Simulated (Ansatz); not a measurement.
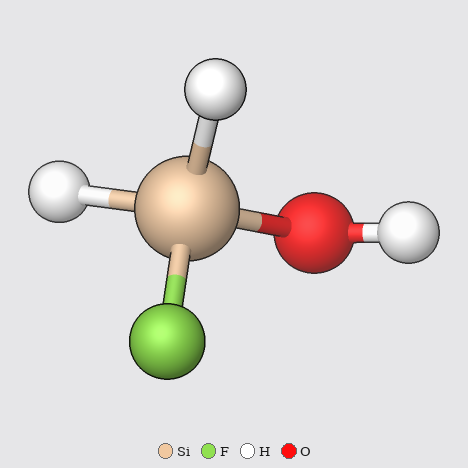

Ball-and-stick drawing of a structure.

Question: What is the molecular formula?

Answer: FH3OSi, 6 atoms: 1 fluorine, 3 hydrogen, 1 oxygen and 1 silicon.

Question: How many atoms are distinct by symmetry?

Answer: 6: 1 Si, 1 F, 1 H, 1 H, 1 O, 1 H.

Question: How many bonds of each kind are drawn?

Answer: 2 Si–H, 1 F–Si, 1 O–Si, 1 O–H. Sticks follow a distance rule.

More results for the same structure follow; atom numbers are the same in all pictures, views and colours differ. The geometry was computed by an optimisation with PBE0-D4/def2-TZVP.

### Electronic properties

Method: RKS PBE0-D4/def2-TZVP (Ansatz 0.2.0).

Predict the main results.

- dipole moment: 1.63 D
- harmonic zero-point energy: 89.9 kJ/mol

### Thermal motion

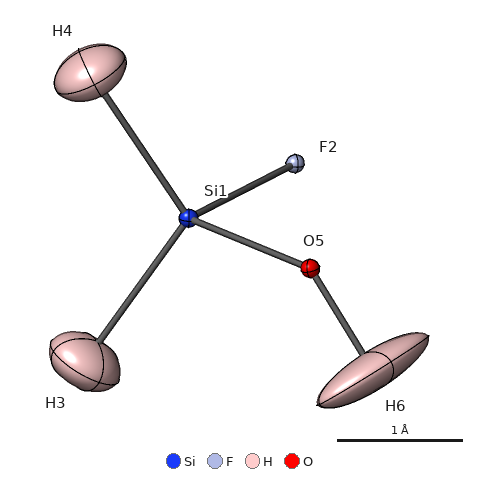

Displacement ellipsoids at the 50 % level, enlarged 1.5 times, from the internal vibrations of the free molecule (harmonic, no overall translation or rotation; no half-axis is drawn under 0.075 Å). Vibrations computed with RKS PBE0-D4/def2-TZVP (Ansatz 0.2.0). Temperature: 0 K (zero-point motion alone).

List U_eq and the three principal root-mean-square amplitudes for each kind of atom.

```json
{"atom": "Si1", "U_eq (Å²)": "0.00039", "rms amplitudes (Å)": "0.014, 0.018, 0.026"}
{"atom": "F2", "U_eq (Å²)": "0.00061", "rms amplitudes (Å)": "0.011, 0.022, 0.035"}
{"atom": "H3", "U_eq (Å²)": "0.0148", "rms amplitudes (Å)": "0.086, 0.133, 0.139"}
{"atom": "H4", "U_eq (Å²)": "0.0146", "rms amplitudes (Å)": "0.085, 0.132, 0.139"}
{"atom": "O5", "U_eq (Å²)": "0.00078", "rms amplitudes (Å)": "0.014, 0.026, 0.038"}
{"atom": "H6", "U_eq (Å²)": "0.0284", "rms amplitudes (Å)": "0.065, 0.142, 0.246"}
```

### Vibrations

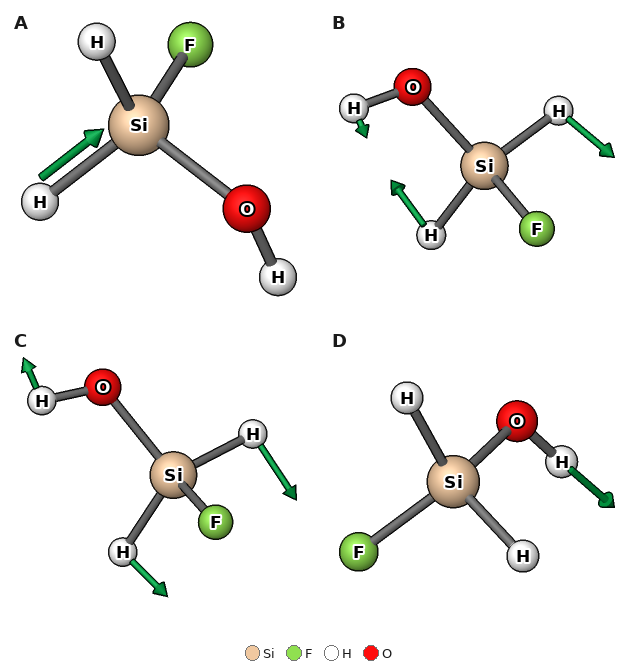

4 normal modes of one molecule or complex, as arrows. Harmonic vibrations computed with RKS PBE0-D4/def2-TZVP (Ansatz 0.2.0) at a stationary point of the same level.

Question: Match the panels to the wavenumbers 759 cm⁻¹, 916 cm⁻¹, 2247 cm⁻¹, 3929 cm⁻¹.

Answer: A: 2247 cm⁻¹, Si–H stretching
B: 759 cm⁻¹, F–Si–H bending
C: 916 cm⁻¹, angle bending
D: 3929 cm⁻¹, O–H stretching
